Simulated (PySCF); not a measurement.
Cl4La (charge −1)

Input file:

```
mol = gto.M(atom='''
La    -0.00000    -0.00000     0.00000
Cl     1.54466     1.54466     1.54466
Cl    -1.54466    -1.54466     1.54466
Cl     1.54466    -1.54466    -1.54466
Cl    -1.54466     1.54466    -1.54466''',
    basis={'La': 'def2-SVP', 'Cl': 'def2-SVP'},
    ecp={'La': 'def2-SVP'},
    charge=-1, spin=0)
mf = dft.RKS(mol, xc='PBE0')
mf.grids.atom_grid = (75, 302)  # f atoms: at least (60, 302), unpruned
mf = mf.density_fit()  # La def2-universal-JKFIT, Cl def2-universal-JKFIT
mf.conv_tol = 1e-09; mf.max_cycle = 55
mf.kernel(dm0)
```

Launched as:

```sh
OMP_NUM_THREADS=2 python run.py
```

Core potentials replace the inner electrons of La.

Method: PySCF 2.14.0, RKS PBE0, La def2-SVP with ECP46, Cl def2-SVP; non-relativistic Hamiltonian with scalar-relativistic core potentials where named; density fitting.

**Predict the electron density and electron localisation function between the atoms.**

La–Cl (2.68 Å): ρ is about 0.36 e/Å³ halfway; the ELF peaks at about 0.85 in the valence shell of Cl, 0.8 Å from its nucleus, and drops to about 0.20 between the two atoms: a closed-shell, largely ionic contact.

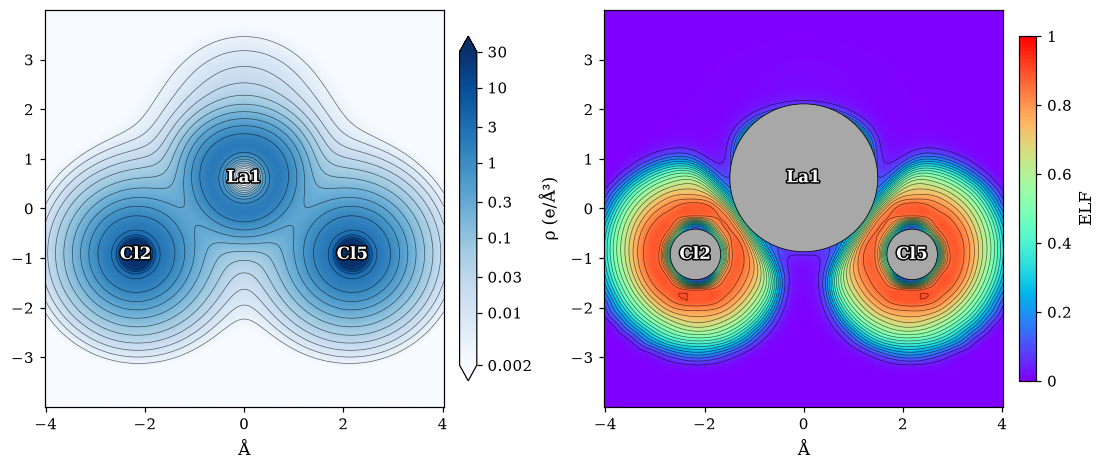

Computed electron density and electron localisation function on the plane of atoms Cl2, La1 and Cl5, in this order. Grey discs cover the atomic cores in the ELF map. 
